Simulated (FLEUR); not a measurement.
# BeCo: energy against a fixed spin moment, part 2 of 2

Aim: the energy of BeCo as a function of its total spin moment.

FLEUR MaX-R8.1; LDA (VWN); all-electron FLAPW, Dirac cores, scalar-relativistic bands.

So far, magnetization (μB): step 2 (unconstrained state) 0.338.

## 3. No spin polarisation

The input, inp.xml:

```
<?xml version="1.0" encoding="UTF-8" standalone="no"?>
<fleurInput fleurInputVersion="0.39">
   <comment>
      BeCo
   </comment>
   <calculationSetup>
      <cutoffs Kmax="4.0" Gmax="12.0" GmaxXC="12.0" numbands="0"/>
      <scfLoop itmax="90" minDistance="0.00002" maxIterBroyd="15" imix="Anderson" alpha="0.05" precondParam="0.0" spinf="2.0" sdNocoIR="T"/>
      <coreElectrons ctail="T" frcor="F" kcrel="0" coretail_lmax="0"/>
      <xcFunctional name="vwn" relativisticCorrections="F"/>
      <magnetism jspins="1"/>
      <soc l_soc="F" theta="0.0" phi="0.0" spav="F"/>
      <expertModes spex="0" secvar="F"/>
      <geometryOptimization l_f="F" forcealpha="1.0" forcemix="BFGS" epsdisp="0.00001" epsforce="0.00001"/>
      <ldaU l_linMix="F" mixParam="0.05" spinf="1.0"/>
   </calculationSetup>
   <cell>
      <bzIntegration valenceElectrons="19.0" mode="hist" fermiSmearingEnergy="0.00293995">
         <kPointListSelection listName="default-1"/>
         <xi:include xmlns:xi="http://www.w3.org/2001/XInclude" href="kpts.xml"> </xi:include>
      </bzIntegration>
      <xi:include xmlns:xi="http://www.w3.org/2001/XInclude" href="sym.xml"> </xi:include>
      <bulkLattice scale="1.0">
         <bravaisMatrix>
            <row-1>    4.9246262807075993     0.0000000000000000     0.0000000000000000</row-1>
            <row-2>    0.0000000000000000     4.9246262807075993     0.0000000000000000</row-2>
            <row-3>    0.0000000000000000     0.0000000000000000     4.9246262807075993</row-3>
         </bravaisMatrix>
      </bulkLattice>
   </cell>
   <atomSpecies>
      <species name="Beryllium (Be)" element="Be" atomicNumber="4">
         <mtSphere radius="1.5" gridPoints="497" logIncrement="0.02"/>
         <atomicCutoffs lmax="6" lnonsphr="4"/>
         <electronConfig flipSpins="F">
            <coreConfig>(1s1/2)</coreConfig>
            <valenceConfig>(2s1/2)</valenceConfig>
         </electronConfig>
         <energyParameters s="2" p="2" d="3" f="4"/>
      </species>
      <species name="Cobalt (Co)" element="Co" atomicNumber="27">
         <mtSphere radius="2.4" gridPoints="793" logIncrement="0.015"/>
         <atomicCutoffs lmax="10" lnonsphr="8"/>
         <electronConfig flipSpins="F">
            <coreConfig>(1s1/2) (2s1/2) (2p1/2) (2p3/2)</coreConfig>
            <valenceConfig>(3s1/2) (3p1/2) (3p3/2) (4s1/2) (3d3/2) (3d5/2)</valenceConfig>
            <stateOccupation state="(3d3/2)" spinUp="1.400000" spinDown="1.400000"/>
            <stateOccupation state="(3d5/2)" spinUp="2.100000" spinDown="2.100000"/>
         </electronConfig>
         <energyParameters s="4" p="4" d="3" f="4"/>
         <lo type="SCLO" l="0" n="3" eDeriv="0"/>
         <lo type="SCLO" l="1" n="3" eDeriv="0"/>
      </species>
   </atomSpecies>
   <atomGroups>
      <atomGroup species="Beryllium (Be)">
         <relPos label="                   1">.0000000000 .0000000000 .0000000000</relPos>
         <force calculate="T" relaxXYZ="TTT"/>
      </atomGroup>
      <atomGroup species="Cobalt (Co)">
         <relPos label="                   2">1.000/2.000 1.000/2.000 1.000/2.000</relPos>
         <force calculate="T" relaxXYZ="TTT"/>
      </atomGroup>
   </atomGroups>
   <output dos="F" band="F" slice="F">
      <bandDOS minEnergy="-.5*Htr" maxEnergy="0.5*Htr" sigma="0.015" storeEVData="T"/>
      <plotting iplot="0" polar="F">
         <plot TwoD="T" vec1="  1.0  0.0  0.0" vec2="  0.0  1.0  0.0" vec3="  0.0  0.0  1.0" zero="  0.0  0.0  0.0" file="plot"/>
      </plotting>
      <moessbauerParams electricFieldGradient="F" isomerShift="F" coreHyperfine="F" valenceHyperfine="F"/>
   </output>
</fleurInput>
```

The input, crystal.txt:

```
BeCo
&input film=F cartesian=F /
2.60600000000  0.00000000000  0.00000000000
0.00000000000  2.60600000000  0.00000000000
0.00000000000  0.00000000000  2.60600000000
1.8897261246
1.0 1.0 1.0

2
4 0.00000000000  0.00000000000  0.00000000000
27 0.50000000000  0.50000000000  0.50000000000

&kpt div1=10 div2=10 div3=10 gamma=T /
```

Run with:

```bash
$ OMP_NUM_THREADS=1 inpgen -f crystal.txt > inpgen.log  # inp.xml is then edited as shown
$ OMP_NUM_THREADS=1 mpirun -n 4 fleur_MPI > fleur.log
```

Output:

```text
[banner, memory and clock lines left out]
Welcome to FLEUR        (www.flapw.de)
      MaX-Release 8.1          (www.max-centre.eu)

 ========== k-point set info ==========
 Selected k-point list: default-1
 k-point list type: mesh
 10 x 10 x 10
 Number of k points: 56

 [... set-up left out ...]
 Iteration:     1   Distance:      15.24908416 me/bohr^3
Nuclear radius smaller than smallest radial mesh point for atom type 1 -- skipping its core isomer shift
 Iteration:     2   Distance:      13.91185942 me/bohr^3
Nuclear radius smaller than smallest radial mesh point for atom type 1 -- skipping its core isomer shift
 Iteration:     3   Distance:       8.90050696 me/bohr^3
Nuclear radius smaller than smallest radial mesh point for atom type 1 -- skipping its core isomer shift
 Iteration:     4   Distance:       1.01979355 me/bohr^3
Nuclear radius smaller than smallest radial mesh point for atom type 1 -- skipping its core isomer shift
 Iteration:     5   Distance:       1.01904636 me/bohr^3
Nuclear radius smaller than smallest radial mesh point for atom type 1 -- skipping its core isomer shift
 Iteration:     6   Distance:       0.09900808 me/bohr^3
Nuclear radius smaller than smallest radial mesh point for atom type 1 -- skipping its core isomer shift
 Iteration:     7   Distance:       0.08743007 me/bohr^3
Nuclear radius smaller than smallest radial mesh point for atom type 1 -- skipping its core isomer shift
 Iteration:     8   Distance:       0.01144695 me/bohr^3
Nuclear radius smaller than smallest radial mesh point for atom type 1 -- skipping its core isomer shift
 Iteration:     9   Distance:       0.00654582 me/bohr^3
Nuclear radius smaller than smallest radial mesh point for atom type 1 -- skipping its core isomer shift
 Iteration:    10   Distance:       0.00122635 me/bohr^3
Nuclear radius smaller than smallest radial mesh point for atom type 1 -- skipping its core isomer shift
 Iteration:    11   Distance:       0.00006966 me/bohr^3
Nuclear radius smaller than smallest radial mesh point for atom type 1 -- skipping its core isomer shift
 Iteration:    12   Distance:       0.00010305 me/bohr^3
Nuclear radius smaller than smallest radial mesh point for atom type 1 -- skipping its core isomer shift
 Iteration:    13   Distance:       0.00000153 me/bohr^3

 ********************************************************************
 Run finished successfully
 Stop message:
   all done
 ********************************************************************

--- out.xml (last complete iteration) ---
<iteration numberForCurrentRun="   13" overallNumber="   13">
         [... left out ...]
         <bandgap value="0.0317972521" units="eV"/>
         <sumValenceSingleParticleEnergies value="-14.5934785260" units="Htr"/>
         <FermiEnergy value="0.3087375042" units="Htr"/>
         [... left out ...]
         <totalEnergy value="    -1405.7922508767" units="Htr">
            <sumOfEigenvalues value="     -807.3483904052">
               <coreElectrons value="-792.7549118791"/>
               <valenceElectrons value="-14.5934785260"/>
            </sumOfEigenvalues>
         [... left out ...]
            <freeEnergy value="-1405.7939879608"/>
            <extrapolationTo0K value="-1405.7931194187"/>
         </totalEnergy>
         <densityConvergence units="me/bohr^3">
            <chargeDensity spin="1" distance="0.0000015348"/>
         </densityConvergence>
      </iteration>
```

Wall time 2.4 s (4 MPI ranks of AMD EPYC 9R45, shared host); peak memory 0.19 GiB.

Numbers from this step:

- free energy: -38253.6032 eV
- program's band gap on this mesh (in a metal only a level spacing): 0.03180 eV
- final state: non-magnetic (no spin polarisation)

Its energy lies +1.8 meV a cell from the free run's.

## 4. Moment fixed at 0.313 μB

Two Fermi energies hold the total moment; the run starts from the free run's density.

Edit inp.xml of step 3 so:

```diff
@@ -10,3 +10,3 @@
       <xcFunctional name="vwn" relativisticCorrections="F"/>
-      <magnetism jspins="1"/>
+      <magnetism jspins="2" fixed_moment="0.313"/>
       <soc l_soc="F" theta="0.0" phi="0.0" spav="F"/>
@@ -40,3 +40,3 @@
       </species>
-      <species name="Cobalt (Co)" element="Co" atomicNumber="27">
+      <species name="Cobalt (Co2.001" element="Co" atomicNumber="27">
          <mtSphere radius="2.4" gridPoints="793" logIncrement="0.015"/>
@@ -46,4 +46,4 @@
             <valenceConfig>(3s1/2) (3p1/2) (3p3/2) (4s1/2) (3d3/2) (3d5/2)</valenceConfig>
-            <stateOccupation state="(3d3/2)" spinUp="1.400000" spinDown="1.400000"/>
-            <stateOccupation state="(3d5/2)" spinUp="2.100000" spinDown="2.100000"/>
+            <stateOccupation state="(3d3/2)" spinUp="1.5005" spinDown="1.2995"/>
+            <stateOccupation state="(3d5/2)" spinUp="3.0" spinDown="1.2"/>
          </electronConfig>
@@ -59,3 +59,3 @@
       </atomGroup>
-      <atomGroup species="Cobalt (Co)">
+      <atomGroup species="Cobalt (Co2.001">
          <relPos label="                   2">1.000/2.000 1.000/2.000 1.000/2.000</relPos>
```

Run with:

```bash
$ OMP_NUM_THREADS=1 mpirun -n 4 fleur_MPI > fleur.log
```

Output:

```text
[banner, memory and clock lines left out]
Welcome to FLEUR        (www.flapw.de)
      MaX-Release 8.1          (www.max-centre.eu)

 ========== k-point set info ==========
 Selected k-point list: default-1
 k-point list type: mesh
 10 x 10 x 10
 Number of k points: 56

 [... set-up left out ...]
 Iteration:     1   Distance:       0.69408689 me/bohr^3
Nuclear radius smaller than smallest radial mesh point for atom type 1 -- skipping its core isomer shift
 Iteration:     2   Distance:       0.66539010 me/bohr^3
Nuclear radius smaller than smallest radial mesh point for atom type 1 -- skipping its core isomer shift
 Iteration:     3   Distance:       0.11702463 me/bohr^3
Nuclear radius smaller than smallest radial mesh point for atom type 1 -- skipping its core isomer shift
 Iteration:     4   Distance:       0.04262920 me/bohr^3
Nuclear radius smaller than smallest radial mesh point for atom type 1 -- skipping its core isomer shift
 Iteration:     5   Distance:       0.01208164 me/bohr^3
Nuclear radius smaller than smallest radial mesh point for atom type 1 -- skipping its core isomer shift
 Iteration:     6   Distance:       0.00665365 me/bohr^3
Nuclear radius smaller than smallest radial mesh point for atom type 1 -- skipping its core isomer shift
 Iteration:     7   Distance:       0.00260320 me/bohr^3
Nuclear radius smaller than smallest radial mesh point for atom type 1 -- skipping its core isomer shift
 Iteration:     8   Distance:       0.00066260 me/bohr^3
Nuclear radius smaller than smallest radial mesh point for atom type 1 -- skipping its core isomer shift
 Iteration:     9   Distance:       0.00208699 me/bohr^3
Nuclear radius smaller than smallest radial mesh point for atom type 1 -- skipping its core isomer shift
 Iteration:    10   Distance:       0.00004713 me/bohr^3
Nuclear radius smaller than smallest radial mesh point for atom type 1 -- skipping its core isomer shift
 Iteration:    11   Distance:       0.00005180 me/bohr^3
Nuclear radius smaller than smallest radial mesh point for atom type 1 -- skipping its core isomer shift
 Iteration:    12   Distance:       0.00000700 me/bohr^3

 ********************************************************************
 Run finished successfully
 Stop message:
   all done
 ********************************************************************

--- out.xml (last complete iteration) ---
<iteration numberForCurrentRun="   12" overallNumber="   39">
         [... left out ...]
         <bandgap value="0.0345407914" units="eV"/>
         <sumValenceSingleParticleEnergies value="-7.2990999929" units="Htr"/>
         <bandgap value="0.0341354122" units="eV"/>
         <sumValenceSingleParticleEnergies value="-14.5984439084" units="Htr"/>
         <FermiEnergy value="0.3095006890" units="Htr"/>
         <FixedTotalMoment fermiEnergyUp="0.3092998322" fermiEnergyDown="0.3095006890" units="Htr"/>
         [... left out ...]
         <magneticMomentsInMTSpheres units="muBohr">
            <globalMagMoment atomType="1" vec="0.00000   0.00000  -0.00670"/>
            <globalMagMoment atomType="2" vec="0.00000   0.00000   0.33302"/>
         </magneticMomentsInMTSpheres>
         [... left out ...]
         <totalEnergy value="    -1405.7924804971" units="Htr">
            <sumOfEigenvalues value="     -807.3552777694">
               <coreElectrons value="-792.7568338611"/>
               <valenceElectrons value="-14.5984439084"/>
            </sumOfEigenvalues>
         [... left out ...]
            <freeEnergy value="-1405.7940535283"/>
            <extrapolationTo0K value="-1405.7932670127"/>
         </totalEnergy>
         <densityConvergence units="me/bohr^3">
            <chargeDensity spin="1" distance="0.0000068444"/>
            <chargeDensity spin="2" distance="0.0000006108"/>
            <overallChargeDensity distance="0.0000070005"/>
            <spinDensity distance="0.0000067402"/>
         </densityConvergence>
      </iteration>
```

Elapsed: 3.5 s, on 4 MPI ranks; peak memory 0.2 GiB.

Numbers from this step:

```
magnetization : 0.313 μB
```

Its energy lies +0.1 meV a cell from the free run's.

## 5. Moment fixed at 0.469 μB

Edit inp.xml of step 4 so:

```diff
@@ -10,3 +10,3 @@
       <xcFunctional name="vwn" relativisticCorrections="F"/>
-      <magnetism jspins="2" fixed_moment="0.313"/>
+      <magnetism jspins="2" fixed_moment="0.469"/>
       <soc l_soc="F" theta="0.0" phi="0.0" spav="F"/>
```

Output:

```text
[banner, memory and clock lines left out]
Welcome to FLEUR        (www.flapw.de)
      MaX-Release 8.1          (www.max-centre.eu)

 ========== k-point set info ==========
 Selected k-point list: default-1
 k-point list type: mesh
 10 x 10 x 10
 Number of k points: 56

 [... set-up left out ...]
 Iteration:     1   Distance:       3.57958672 me/bohr^3
Nuclear radius smaller than smallest radial mesh point for atom type 1 -- skipping its core isomer shift
 Iteration:     2   Distance:       3.43028997 me/bohr^3
[...]
<sumOfEigenvalues value="     -807.3654573162">
               <coreElectrons value="-792.7599472985"/>
               <valenceElectrons value="-14.6055100177"/>
            </sumOfEigenvalues>
         [... left out ...]
            <freeEnergy value="-1405.7940026018"/>
            <extrapolationTo0K value="-1405.7932880103"/>
         </totalEnergy>
         <densityConvergence units="me/bohr^3">
            <chargeDensity spin="1" distance="0.0000017898"/>
            <chargeDensity spin="2" distance="0.0000012343"/>
            <overallChargeDensity distance="0.0000026363"/>
            <spinDensity distance="0.0000015822"/>
         </densityConvergence>
      </iteration>
```

Wall time 3.9 s (4 MPI ranks); peak memory 0.19 GiB; 15 s of CPU time.

Numbers from this step:

- magnetization: 0.469 μB

Its energy lies +1.4 meV a cell from the free run's.

## 6. Moment fixed at 0.156 μB

Edit inp.xml of step 5 so:

```diff
@@ -10,3 +10,3 @@
       <xcFunctional name="vwn" relativisticCorrections="F"/>
-      <magnetism jspins="2" fixed_moment="0.469"/>
+      <magnetism jspins="2" fixed_moment="0.156"/>
       <soc l_soc="F" theta="0.0" phi="0.0" spav="F"/>
```

Output:

```text
[banner, memory and clock lines left out]
Welcome to FLEUR        (www.flapw.de)
      MaX-Release 8.1          (www.max-centre.eu)

 ========== k-point set info ==========
 Selected k-point list: default-1
 k-point list type: mesh
 10 x 10 x 10
 Number of k points: 56

 [... set-up left out ...]
 Iteration:     1   Distance:       5.10367980 me/bohr^3
Nuclear radius smaller than smallest radial mesh point for atom type 1 -- skipping its core isomer shift
 Iteration:     2   Distance:       4.89374207 me/bohr^3
[...]
<sumOfEigenvalues value="     -807.3499372193">
               <coreElectrons value="-792.7553141376"/>
               <valenceElectrons value="-14.5946230818"/>
            </sumOfEigenvalues>
         [... left out ...]
            <freeEnergy value="-1405.7940123488"/>
            <extrapolationTo0K value="-1405.7931668682"/>
         </totalEnergy>
         <densityConvergence units="me/bohr^3">
            <chargeDensity spin="1" distance="0.0000048473"/>
            <chargeDensity spin="2" distance="0.0000026547"/>
            <overallChargeDensity distance="0.0000056024"/>
            <spinDensity distance="0.0000054497"/>
         </densityConvergence>
      </iteration>
```

Run time: 3.9 s. Hardware: 4 MPI ranks; peak memory 0.19 GiB.

Numbers from this step:

```
magnetization : 0.156 μB
```

Its energy lies +1.2 meV a cell from the free run's.

## 7. The curve

The other moments were run in the same way.

Table of energy over the lowest by total spin moment:

| total spin moment (μB a cell) | energy over the lowest (meV a cell) |
| --- | --- |
| 0.000 | 1.84 |
| 0.156 | 1.18 |
| 0.313 | 0.0603 |
| 0.338 | 0 |
| 0.469 | 1.45 |
| 0.625 | 11.9 |
| 0.782 | 42.1 |
| 0.938 | 99.1 |

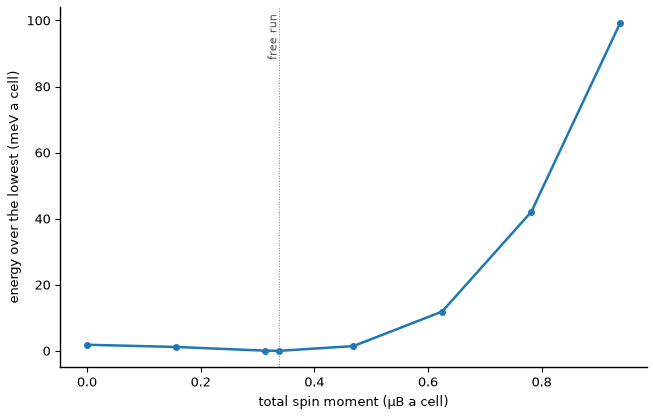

Energy over the lowest against total spin moment.

Table of moment, largest sphere moment by total spin moment:

| total spin moment (μB a cell) | moment, largest sphere moment (μB) |
| --- | --- |
| 0.000 | 0 |
| 0.156 | 0.167 |
| 0.313 | 0.333 |
| 0.338 | 0.359 |
| 0.469 | 0.494 |
| 0.625 | 0.652 |
| 0.782 | 0.809 |
| 0.938 | 0.961 |

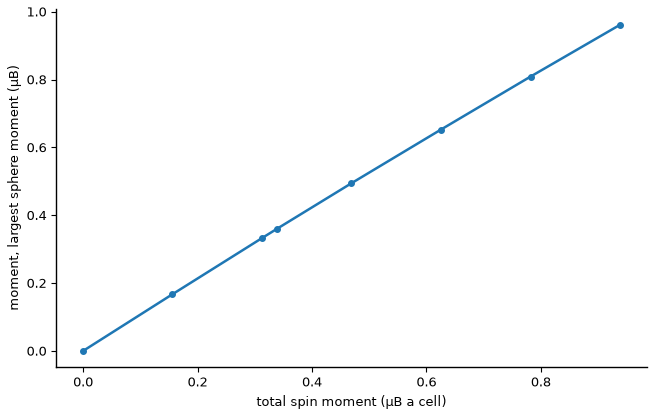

Moment, largest sphere moment, plotted against total spin moment.

## 8. Outcome

- moment of the free run: 0.338 μB a cell
- moment of the lowest point: 0.338 μB a cell
- energy of the spinless run: 1.84 meV a cell over the lowest

In words: The lowest point lies 1.84 meV a cell under the spinless run, in free energy at a smearing of 0.08 eV. The point at zero is the spinless run. Opposed orders, which also have no total moment, were not run.

[Logs and program files are shortened in this print: banners, set-up blocks, solver, clock and traceback lines can be left out without a mark of their own.]

[Logs are printed without paths, hosts, clocks, repeated set-up lines and the standing remarks that a program may print on its own settings, such as how far it seeks lower states.]

[Hosts, paths, dates, database ids (printed as entryN), source tags and the programs' standing remarks are cut or masked in the printed files.]

[Where a cell is said to come from a database of computed structures, the database is the Materials Project.]
